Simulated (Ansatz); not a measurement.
**NBrO (nitrosyl bromide): levels of theory compared**

Aim: a comparison of 6 runs (PBE/STO-3G, PBE0/STO-3G, revPBE/STO-3G, CCSDT/STO-3G, CCSD/STO-3G, CCSD(T)/STO-3G) of NBrO (nitrosyl bromide). 

The calculation is run with Ansatz 0.2.0.

51 further runs of the same task are left out: 13 that didn't finish, 38 set aside as unsound or not needed.

### Step 1. The molecule

NBrO has 3 atoms, charge 0, and is taken as a singlet. As SMILES, `O=NBr`. The Br3–N2 distance was set to 2.975 Å, away from the relaxed value. At this shape a bond of the SMILES string is far longer than usual.

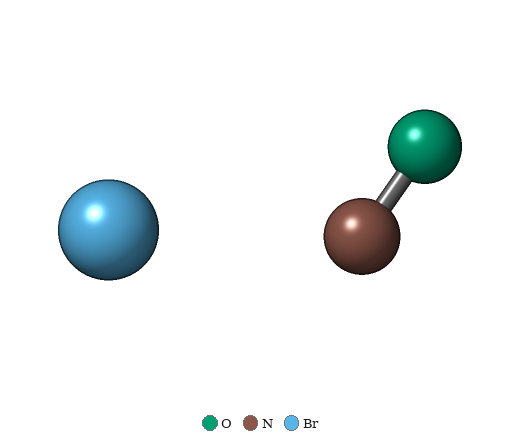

Viewed from a chosen angle; oxygen teal, nitrogen brown, bromine blue.

### Step 2. The energy at PBE/STO-3G (run 1)

Input file molecule.yaml:

```yaml
basis:
  gaussian:
    orbitals: STO-3G
crystal:
  periodic: [false, false, false]
  atoms:
    - {symbol: O, position_ang: [1.336326, -1.539879, 0.569747]}
    - {symbol: N, position_ang: [0.320846, -1.483419, 0.017417]}
    - {symbol: Br, position_ang: [-0.865960, 1.220600, -0.345330]}
hamiltonian:
  xc: {name: PBE}
accuracy: high
```

Launch:

```
ansatz run molecule.yaml --threads 1 --pin off --max-ram 2610MiB --events-out events.jsonl --progress --plain --runs-dir runs
```

What it wrote:

```text
Warning: RAYON_NUM_THREADS=1 ignored (pool sized by the plan → 1); use --threads N
Functional definition: PBE
  name "PBE"
  parameter kappa = 0.804
  parameter beta = 0.06672455060314922
  exchange = pbe_x(kappa = kappa, mu = beta*pi^2/3)
  correlation = pbe_c(beta = beta)
366 factors; integrals over basis functions are off by at most 3.3e-8 eV
mean field evaluation 1: about -72742.7214 eV, gradient 2.6e1 eV
mean field evaluation 2: about -72454.4889 eV, gradient 6.0e1 eV
mean field evaluation 4: about -72651.2745 eV, gradient 2.0e1 eV
mean field evaluation 8: about -72750.5006 eV, gradient 7.4e-1 eV
mean field evaluation 16: about -72750.4631 eV, gradient 3.3e-8 eV
mean field evaluation 32: about -72750.2141 eV, gradient 8.2e-2 eV
mean field evaluation 64: about -72749.6384 eV, gradient 3.2e0 eV
mean field evaluation 96: about -72750.1017 eV, gradient 6.2e0 eV
mean field -72750.46310566 eV, -2673.5302070979 hartree, gradient 3.3e-8 eV, S^2 0.000000; 7 other end points of the search recorded, 0 dependent functions left out
reference -72750.46310686 eV, -2673.5302071421 hartree; 25, 25 occupied and 3, 3 virtual orbitals, 366 factors
Total energy: -72750.46310686 eV, -2673.5302071421 hartree
```

Wall time 3.9 s (1 thread of Arm Neoverse V1, shared host); peak memory 0.091 GiB.

### Step 3. A single-point energy at PBE0/STO-3G (run 2)

Input file molecule.yaml:

```yaml
crystal:
  periodic: [false, false, false]
  atoms:
    - symbol: O
      position_ang: [1.336326, -1.539879, 0.569747]
    - symbol: N
      position_ang: [0.320846, -1.483419, 0.017417]
    - symbol: Br
      position_ang: [-0.865960, 1.220600, -0.345330]
basis:
  gaussian:
    orbitals: STO-3G
hamiltonian:
  xc: {name: PBE0}
accuracy: high
```

Launch:

```
ansatz run molecule.yaml --threads 1 --pin off --max-ram 2610MiB --events-out events.jsonl --progress --plain --runs-dir runs
```

What it wrote:

```text
Warning: RAYON_NUM_THREADS=1 ignored (pool sized by the plan → 1); use --threads N
Functional definition: PBE0
  name "PBE0"
  parameter a = 0.25
[... 2 set-up lines as earlier in the session ...]
  exchange = (1 - a)*pbe_x(kappa = kappa, mu = beta*pi^2/3) + a*exact_x
[... 1 set-up line as earlier in the session ...]
366 factors; integrals over basis functions are off by at most 3.3e-8 eV
mean field evaluation 1: about -72749.7236 eV, gradient 1.6e1 eV
mean field evaluation 2: about -72657.8565 eV, gradient 2.0e1 eV
mean field evaluation 4: about -72750.1929 eV, gradient 9.9e0 eV
mean field evaluation 8: about -72750.3836 eV, gradient 1.0e1 eV
mean field evaluation 16: about -72755.7597 eV, gradient 1.2e-3 eV
mean field -72755.75974157 eV, -2673.7248548775 hartree, gradient 1.4e-8 eV, S^2 0.000000; 2 other end points of the search recorded, 0 dependent functions left out
reference -72755.75974248 eV, -2673.7248549108 hartree; 25, 25 occupied and 3, 3 virtual orbitals, 366 factors
Total energy: -72755.75974248 eV, -2673.7248549108 hartree
```

Run time: 1.6 s. Hardware: 1 thread of Arm Neoverse V1, shared host; peak memory 0.091 GiB.

Runs 3 to 5 aren't shown in full; the table further down has their settings and results.

### Step 4. A single-point energy at CCSD(T)/STO-3G (run 6)

Input file in.yaml:

```yaml
crystal:
  periodic: [false, false, false]
  atoms:
    - {symbol: O, position_ang: [1.336326, -1.539879, 0.569747]}
    - {symbol: N, position_ang: [0.320846, -1.483419, 0.017417]}
    - {symbol: Br, position_ang: [-0.865960, 1.220600, -0.345330]}
basis:
  gaussian:
    orbitals: STO-3G
magnetization:
  spin_polarized: false
correlation:
  method: ccsd_t
  frozen_orbitals: {Br: 9, "N": 1, O: 1}
accuracy: high
scf:
  omitted_lower_state_checks: [cluster_reference, increment]
```

Launch:

```
ansatz run in.yaml --threads 1 --pin off --max-ram 2610MiB --events-out events.jsonl --progress --plain --runs-dir runs
```

What it wrote:

```text
Warning: RAYON_NUM_THREADS=1 ignored (pool sized by the plan → 1); use --threads N
[... 14 lines left out ...]
11 core orbitals not correlated: weight in the atoms' cores, before any rotation towards them, 1.000 or more for the frozen orbitals, at most 0.000 for the correlated occupied ones
[... 40 lines left out ...]
WARN: these amplitudes may be one of several solutions (largest doubles amplitude 0.64, level shift 8.19 eV)
Total energy: -72717.24640807 eV, -2672.3095159766 hartree
Checks for a lower state left out: cluster_reference, increment
```

Wall time 0.93 s (1 thread of Arm Neoverse V1, shared host).

### Step 5. All runs side by side

| run | level | frozen core orbitals | energy (Eh) | wall time |
| --- | --- | --- | --- | --- |
| 1 | PBE/STO-3G | – | -2673.530207 | 3.9 s |
| 2 | PBE0/STO-3G | – | -2673.724855 | 1.6 s |
| 3 | revPBE/STO-3G | – | -2673.854241 | 4.2 s |
| 4 | CCSDT/STO-3G | 11 | -2672.303188 | 1.8 s |
| 5 | CCSD/STO-3G | 11 | -2672.283744 | 0.91 s |
| 6 | CCSD(T)/STO-3G | 11 | -2672.309516 | 0.93 s |

### Step 6. Summary of results

| quantity | value |
| --- | --- |
| run 6: total energy | -2672.30952 Eh |
| run 6: correlation energy (11 core orbitals frozen) | -273.9 mEh |
| run 6: (T) correction | -25.77 mEh |
| run 6: T1 diagnostic | 0.026 |

What this shows: Totals of different functionals can't be ranked against each other. In runs 4, 5, 6 the log says that unrestricted orbitals would lower the reference, so the values rest on an unstable closed-shell determinant (other closed-shell runs at this shape may share the fault). In runs 1, 2, 3, 4, 5, 6 the basis is minimal, so the values are rough. All runs together took 13 s, the longest 4.2 s.
